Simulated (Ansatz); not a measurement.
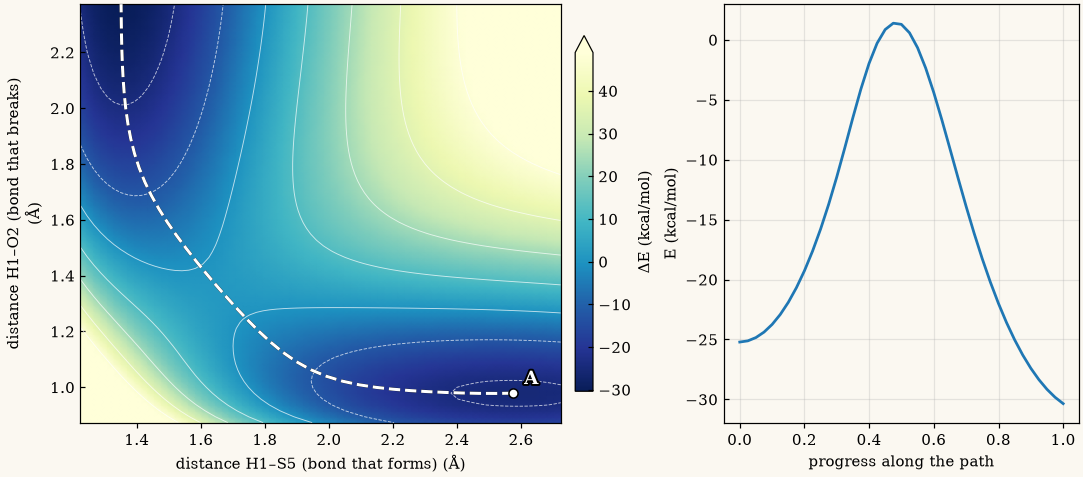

The reacting system CH₂OS₂ (one molecule; an intramolecular 1,3-shift). The first coordinate is: distance H1–S5 (bond that forms); the second: distance H1–O2 (bond that breaks). Relaxed at each point: all other coordinates. The grid has 13 × 13 points. Points are written as (first, second). Energies are in kcal/mol, from a guessed transition structure relaxed with its forming and breaking bonds held. The reference is spin-restricted, so regions where a bond is pulled apart into radicals lie too high. Level of theory: RKS B3LYP-D4/def2-SVP (Ansatz 0.2.0).

Drawn: a smooth colour map with a few white contour lines, a line along the lowest path, one colour for all values above the top of the scale, the energy along the path at the right, the start A. Between grid points the surface is interpolated.

**Describe the path and its barrier.**

The easiest path runs from the side where the first distance is long, about (2.58 Å, 0.98 Å), to the side where the second distance is long, about (1.35 Å, 2.37 Å). Its highest point, at about (1.68 Å, 1.33 Å), lies about 27 kcal/mol above the start and 32 kcal/mol above the end on the interpolated surface. An end on the edge of the scan is no minimum, so the barrier from there is a lower bound.
